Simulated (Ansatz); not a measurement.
# SiNH4ClO (SMILES N[SiH](O)Cl): CCSD/6-31G(d) (spherical functions)

What is the vertical singlet–triplet gap of SiNH4ClO at CCSD/6-31G* (spherical functions)? 

Program for the calculation: Ansatz 0.2.0.

128 further runs of the same task are left out: 128 set aside as unsound or not needed.

## Step 1: The molecule

SiNH4ClO has 8 atoms, charge 0, and is taken as a singlet. As SMILES, `N[SiH](O)Cl`. The coordinates come from a PBE0-D4/def2-TZVP relaxation. This is one conformer, not always the lowest.

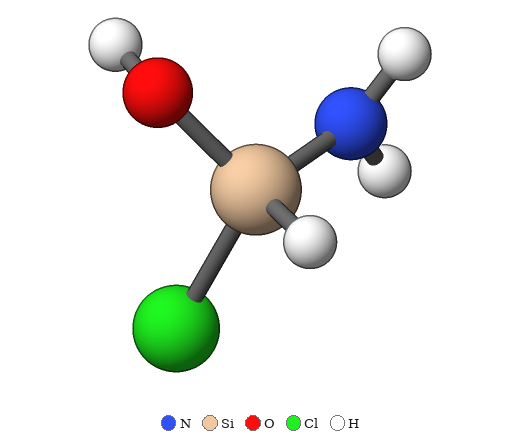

The structure, seen from a chosen angle (nitrogen blue, silicon light orange, oxygen red, chlorine green, hydrogen white).

## Step 2: The energy at CCSD/6-31G(d) (spherical functions)

The input, run.yaml:

```yaml
crystal:
  periodic: [false, false, false]
  atoms:
    - {symbol: N, position_ang: [-0.749800, 0.885600, -0.289000]}
    - {symbol: Si, position_ang: [0.524400, -0.226200, -0.115300]}
    - {symbol: O, position_ang: [0.551300, -0.861300, 1.386900]}
    - {symbol: Cl, position_ang: [0.173100, -1.641600, -1.566900]}
    - {symbol: H, position_ang: [-1.217200, 0.998000, -1.172700]}
    - {symbol: H, position_ang: [-0.806900, 1.712400, 0.283000]}
    - {symbol: H, position_ang: [1.896700, 0.277200, -0.308600]}
    - {symbol: H, position_ang: [-0.279500, -1.201200, 1.726700]}
basis:
  gaussian: {orbitals: 6-31G_st_-spherical.json}
correlation: {method: ccsd, frozen_orbitals: {Cl: 5, H: 0, "N": 1, O: 1, Si: 5}}
accuracy: high
scf: {omitted_lower_state_checks: [cluster_reference, increment]}
```

The basis set 6-31G* is read from a file made from the Basis Set Exchange's data (not shown).

Command:

```bash
$ ansatz run run.yaml --threads 1 --pin off --max-ram 3480MiB --events-out events.jsonl --progress --plain --runs-dir runs
```

The program printed, shortened:

```text
Warning: RAYON_NUM_THREADS=1 ignored (pool sized by the plan → 1); use --threads N
Functional definition: HF
  name "HF"
[...]
1602 factors; integrals over basis functions are off by at most 3.7e-9 eV
[...]
mean field -23950.43055944 eV, -880.1620888745 hartree, gradient 2.3e-8 eV, S^2 0.000000; 0 other end points of the search recorded, 0 dependent functions left out
12 core orbitals not correlated: weight in the atoms' cores, before any rotation towards them, 1.000 or more for the frozen orbitals, at most 0.000 for the correlated occupied ones
reference -23950.43055944 eV, -880.1620888745 hartree; 13, 13 occupied and 47, 47 virtual orbitals, 1602 factors
second order -14.84186839 eV of doubles, -0.00000000 eV of singles
cycle   1  -15.39706642 eV  change   -5.6e-1 eV  update   7.9e-2
[...]
cycle  20  -15.79888939 eV  change   2.8e-10 eV  update   2.4e-9
Total energy: -23966.22944883 eV, -880.7426873507 hartree
Checks for a lower state left out: cluster_reference, increment
```

Run time: 3.9 s. Hardware: 1 thread of Intel Xeon 6975P-C (Granite Rapids), shared host; peak memory 0.3 GiB.

## Step 3: The triplet at the same level

The input, in.yaml:

```yaml
crystal:
  periodic: [false, false, false]
  atoms:
    - {symbol: "N", position_ang: [-0.749800, 0.885600, -0.289000]}
    - {symbol: Si, position_ang: [0.524400, -0.226200, -0.115300]}
    - {symbol: O, position_ang: [0.551300, -0.861300, 1.386900]}
    - {symbol: Cl, position_ang: [0.173100, -1.641600, -1.566900]}
    - {symbol: H, position_ang: [-1.217200, 0.998000, -1.172700]}
    - {symbol: H, position_ang: [-0.806900, 1.712400, 0.283000]}
    - {symbol: H, position_ang: [1.896700, 0.277200, -0.308600]}
    - {symbol: H, position_ang: [-0.279500, -1.201200, 1.726700]}
basis:
  gaussian:
    orbitals: 6-31G_st_-spherical.json
magnetization:
  spin_polarized: true
  initial_magnetization: 2
correlation:
  method: ccsd
  frozen_orbitals: {Cl: 5, H: 0, "N": 1, O: 1, Si: 5}
accuracy: high
scf:
  omitted_lower_state_checks: [cluster_reference, increment]
```

The basis set 6-31G* is read from a file made from the Basis Set Exchange's data (not shown).

Command:

```bash
$ ansatz run in.yaml --threads 1 --pin off --max-ram 3480MiB --events-out events.jsonl --progress --plain --runs-dir runs
```

The program printed, shortened:

```text
Warning: RAYON_NUM_THREADS=1 ignored (pool sized by the plan → 1); use --threads N
[... 2 set-up lines as earlier in the session ...]
[...]
1602 factors; integrals over basis functions are off by at most 3.7e-9 eV
[...]
mean field -23943.42227913 eV, -879.9045393236 hartree, gradient 2.0e-8 eV, S^2 2.007542; 6 other end points of the search recorded, 0 dependent functions left out
12 core orbitals not correlated: weight in the atoms' cores, before any rotation towards them, 1.000 or more for the frozen orbitals, at most 0.000 for the correlated occupied ones
reference -23943.42227913 eV, -879.9045393236 hartree; 14, 12 occupied and 46, 48 virtual orbitals, 1602 factors
second order -14.18938678 eV of doubles, -0.00000000 eV of singles
cycle   1  -14.87319034 eV  change   -6.8e-1 eV  update   8.8e-2
[...]
cycle  33  -15.32775924 eV  change   1.2e-10 eV  update   2.2e-9
Total energy: -23958.75003837 eV, -880.4678240862 hartree
Checks for a lower state left out: cluster_reference, increment
```

Run time: 16 s. Hardware: 1 thread of Intel Xeon 6975P-C (Granite Rapids), shared host; peak memory 0.52 GiB.

## Step 4: Summary of results

At CCSD/6-31G* (spherical functions), 12 core orbitals frozen:

```
                                             quantity          value
                                singlet: total energy  -880.74269 Eh
singlet: correlation energy (12 core orbitals frozen)     -580.6 mEh
                               singlet: T1 diagnostic          0.010
                                triplet: total energy  -880.46782 Eh
triplet: correlation energy (12 core orbitals frozen)     -563.3 mEh
           triplet: ⟨S²⟩ of the reference determinant          2.008
                               triplet: T1 diagnostic          0.018
     vertical energy of the triplet above the singlet       7.479 eV
```

What this shows: At this shape the triplet lies 7.48 eV (172 kcal/mol) above the singlet.
